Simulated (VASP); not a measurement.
Band structure of MgO (rock salt). These are RPBE GGA, VASP's PBE PAW potentials (set 64) (plane waves; VASP) values and carry that method's errors.

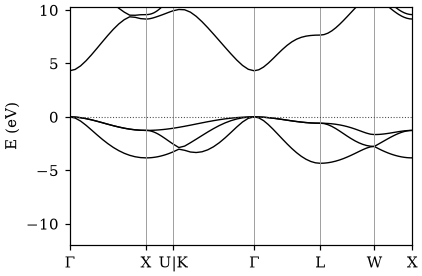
Figure: Bands along high-symmetry lines, zero at the valence-band maximum or, without a gap, the Fermi level

Read the plot: is there a gap, and where are the band edges?

The gap is direct, 4.32 eV, from the valence maximum at Γ to the conduction minimum at Γ. (Edges off the drawn lines would not show.)

Measured: gap 8.36 eV (computed value off by -4.04 eV), as given by Wei Chen et al., Physical Review Materials (2018), doi:10.1103/physrevmaterials.2.073803 [zero-point renormalisation of 0.53 eV added back (the table's ZPR column)].

The compound is MgO in the rock salt structure. It was relaxed first, which changed the volume by +6 %.
